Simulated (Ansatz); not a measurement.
**CH₂FGeN: geometry optimisation**

The task: find the minimum of CH₂FGeN nearest to the start.

Computed with Ansatz 0.2.0. Level: RHF/def2-SVPD.

## (1) Starting geometry

SMILES `N#[C][GeH2][F]`, 6 atoms, charge 0, spin multiplicity 1.

Atoms are counted from 1 here; the program's logs count them from 0.

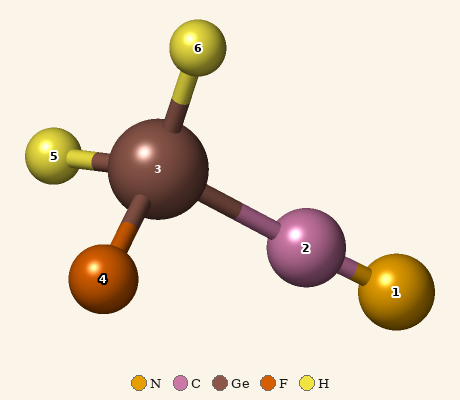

As it starts; nitrogen amber, carbon pink, germanium brown, fluorine orange, hydrogen yellow; atoms are numbered from 1 in the order of the file.

Geometry (Å):

```xyz
6
charge 0, multiplicity 1
N     0.2777   -2.2797    1.0419
C     0.1600   -1.2186    0.5593
Ge    0.0229    0.5517   -0.2018
F    -1.3734    0.4822   -1.2862
H     1.2623    0.8359   -1.0672
H    -0.3075    1.5645    0.9076
```

## (2) Relaxation

input.yaml

```yaml
crystal:
  periodic: [false, false, false]
  atoms:
    - { symbol: "N", position_ang: [0.277741, -2.279722, 1.041933] }
    - { symbol: C, position_ang: [0.160038, -1.218585, 0.559304] }
    - { symbol: Ge, position_ang: [0.022936, 0.55167, -0.201763] }
    - { symbol: F, position_ang: [-1.37344, 0.482214, -1.286165] }
    - { symbol: H, position_ang: [1.262274, 0.835925, -1.067203] }
    - { symbol: H, position_ang: [-0.307549, 1.564499, 0.907595] }
basis:
  gaussian: { orbitals: def2-SVPD }
hamiltonian:
  xc: hf
output:
  forces: true
relax:
  f_tol: 0.003
  max_steps: 120
```

Run with:

```console
ansatz run input.yaml --threads 1 --pin off --max-ram 2560MiB --backend cpu --events-out ev --progress --plain --runs-dir out
```

Output:

```text
Warning: RAYON_NUM_THREADS=1 ignored (pool sized by the plan → 1); use --threads N
The last accepted step is kept in <dir> (removed where the run ends without a failure and the disk answers)
Engine: ansatz 0.2.0, aarch64-unknown-linux-gnu
Functional definition: HF
  exchange = exact_x
  correlation = 0
1229 factors; integrals over basis functions are off by at most 2.3e-4 eV
mean field evaluation 1: about -61708.8811 eV, gradient 4.0e1 eV
mean field evaluation 2: about -61709.0172 eV, gradient 4.0e1 eV
mean field evaluation 4: about -61712.6705 eV, gradient 3.7e0 eV
mean field evaluation 8: about -61712.7305 eV, gradient 3.6e-1 eV
mean field -61712.73113396 eV, -2267.9010387816 hartree, gradient 5.4e-5 eV, S^2 0.000000; 0 other end points of the search recorded, 0 dependent functions left out
the calculation of the forces begins
reference -61712.73113396 eV, -2267.9010387816 hartree; 28, 28 occupied and 89, 89 virtual orbitals, 1229 factors
relax step   1: F+E_penalty+E_count = -61712.73113396 eV  Δ(F+E_penalty+E_count) = +0.000e0 eV  max|allowed force component| = 4.537e0 eV/Å  Δτ_max = 0.0000 Å  (41 SCF iters, accepted)
these checks for a lower state are left out or cut short: starts, cluster_reference, orbital_swaps, neighbouring_geometries, increment
1229 factors; integrals over basis functions are off by at most 2.6e-4 eV
mean field evaluation 16: about -61712.8516 eV, gradient 1.1e0 eV
mean field -61712.85480821 eV, -2267.9055837262 hartree, gradient 1.6e-5 eV, S^2 0.000000; 0 other end points of the search recorded, 0 dependent functions left out
the calculation of the forces begins
reference -61712.85480821 eV, -2267.9055837262 hartree; 28, 28 occupied and 89, 89 virtual orbitals, 1229 factors
relax step   2: F+E_penalty+E_count = -61712.85480821 eV  Δ(F+E_penalty+E_count) = -1.237e-1 eV  max|allowed force component| = 1.078e0 eV/Å  Δτ_max = 0.0391 Å  (42 SCF iters, accepted)
these checks for a lower state are left out or cut short: starts, cluster_reference, orbital_swaps, neighbouring_geometries, increment
1229 factors; integrals over basis functions are off by at most 2.8e-4 eV
mean field -61712.86499783 eV, -2267.9059581879 hartree, gradient 1.6e-5 eV, S^2 0.000000; 0 other end points of the search recorded, 0 dependent functions left out
the calculation of the forces begins
reference -61712.86499783 eV, -2267.9059581879 hartree; 28, 28 occupied and 89, 89 virtual orbitals, 1229 factors
relax step   3: F+E_penalty+E_count = -61712.86499783 eV  Δ(F+E_penalty+E_count) = -1.019e-2 eV  max|allowed force component| = 1.310e-1 eV/Å  Δτ_max = 0.0084 Å  (42 SCF iters, accepted)
these checks for a lower state are left out or cut short: starts, cluster_reference, orbital_swaps, neighbouring_geometries, increment
1229 factors; integrals over basis functions are off by at most 2.8e-4 eV
mean field evaluation 32: about -61712.6973 eV, gradient 1.4e0 eV
mean field -61712.86541946 eV, -2267.9059736825 hartree, gradient 1.5e-5 eV, S^2 0.000000; 0 other end points of the search recorded, 0 dependent functions left out
the calculation of the forces begins
reference -61712.86541946 eV, -2267.9059736825 hartree; 28, 28 occupied and 89, 89 virtual orbitals, 1229 factors
relax step   4: F+E_penalty+E_count = -61712.86541946 eV  Δ(F+E_penalty+E_count) = -4.216e-4 eV  max|allowed force component| = 2.037e-2 eV/Å  Δτ_max = 0.0048 Å  (42 SCF iters, accepted)
these checks for a lower state are left out or cut short: starts, cluster_reference, orbital_swaps, neighbouring_geometries, increment
1229 factors; integrals over basis functions are off by at most 2.8e-4 eV
mean field -61712.86543355 eV, -2267.9059742003 hartree, gradient 1.5e-5 eV, S^2 0.000000; 0 other end points of the search recorded, 0 dependent functions left out
the calculation of the forces begins
reference -61712.86543355 eV, -2267.9059742003 hartree; 28, 28 occupied and 89, 89 virtual orbitals, 1229 factors
relax step   5: F+E_penalty+E_count = -61712.86543355 eV  Δ(F+E_penalty+E_count) = -1.409e-5 eV  max|allowed force component| = 3.416e-3 eV/Å  Δτ_max = 0.0009 Å  (42 SCF iters, accepted)
these checks for a lower state are left out or cut short: starts, cluster_reference, orbital_swaps, neighbouring_geometries, increment
1229 factors; integrals over basis functions are off by at most 2.8e-4 eV
mean field -61712.86544256 eV, -2267.9059745316 hartree, gradient 1.6e-5 eV, S^2 0.000000; 0 other end points of the search recorded, 0 dependent functions left out
the calculation of the forces begins
reference -61712.86544256 eV, -2267.9059745316 hartree; 28, 28 occupied and 89, 89 virtual orbitals, 1229 factors
relax step   6: F+E_penalty+E_count = -61712.86544256 eV  Δ(F+E_penalty+E_count) = -9.016e-6 eV  max|allowed force component| = 9.805e-4 eV/Å  Δτ_max = 0.0022 Å  (42 SCF iters, accepted)
1229 factors; integrals over basis functions are off by at most 2.8e-4 eV
mean field evaluation 64: about -61712.8654 eV, gradient 9.6e-6 eV
mean field -61712.86544256 eV, -2267.9059745316 hartree, gradient 1.5e-5 eV, S^2 0.000000; 1 other end points of the search recorded, 0 dependent functions left out
the calculation of the forces begins
reference -61712.86544256 eV, -2267.9059745316 hartree; 28, 28 occupied and 89, 89 virtual orbitals, 1229 factors
Total energy: -61712.86544256 eV, -2267.9059745316 hartree
Atom 0 at     0.277189    -2.247739     1.030768 Å, force     0.000059    -0.000480     0.000268 eV/Å
Atom 1 at     0.152638    -1.224493     0.555025 Å, force    -0.000190     0.000668    -0.000428 eV/Å
Atom 2 at     0.013917     0.550131    -0.208724 Å, force     0.000064     0.000980    -0.000343 eV/Å
Atom 3 at    -1.346757     0.477039    -1.263086 Å, force    -0.000119    -0.000462     0.000088 eV/Å
Atom 4 at     1.243625     0.833171    -1.050510 Å, force     0.000020    -0.000299     0.000297 eV/Å
Atom 5 at    -0.298611     1.547892     0.890228 Å, force     0.000167    -0.000407     0.000119 eV/Å
Dipole moment:     0.323506     0.752891    -0.020156 e Å
```

Wall time 30 s (1 thread of Arm Neoverse V1, shared host); peak memory 0.26 GiB.

Relaxation path:

| step | energy from step 1 (eV) | largest force component (eV/Å) |
| --- | --- | --- |
| 1 | 0.0000 | 4.5371 |
| 2 | -0.1237 | 1.0776 |
| 3 | -0.1339 | 0.1310 |
| 4 | -0.1343 | 0.0204 |
| 5 | -0.1343 | 0.0034 |
| 6 | -0.1343 | 0.0010 |

Bonds that changed most:

| bond | before (Å) | after (Å) | change (Å) |
| --- | --- | --- | --- |
| Ge3–F4 | 1.769 | 1.723 | -0.046 |
| N1–C2 | 1.172 | 1.135 | -0.036 |
| Ge3–H5 | 1.538 | 1.517 | -0.021 |
| Ge3–H6 | 1.538 | 1.517 | -0.021 |
| C2–Ge3 | 1.932 | 1.937 | +0.005 |

## (3) Summary of results

| quantity | value |
| --- | --- |
| energy gained | 0.1343 eV |
| root mean square move | 0.026 Å |
| dipole moment | 3.94 D |

What this shows: Bond lengths: N1–C2 1.135 Å, C2–Ge3 1.937 Å, Ge3–F4 1.723 Å, Ge3–H5 1.517 Å, Ge3–H6 1.517 Å. Angles: N1–C2–Ge3 177.3°, C2–Ge3–F4 105.0°, C2–Ge3–H5 109.4°, C2–Ge3–H6 109.4°, F4–Ge3–H5 108.0°, F4–Ge3–H6 108.0°, H5–Ge3–H6 116.5°. No frequencies were computed here.
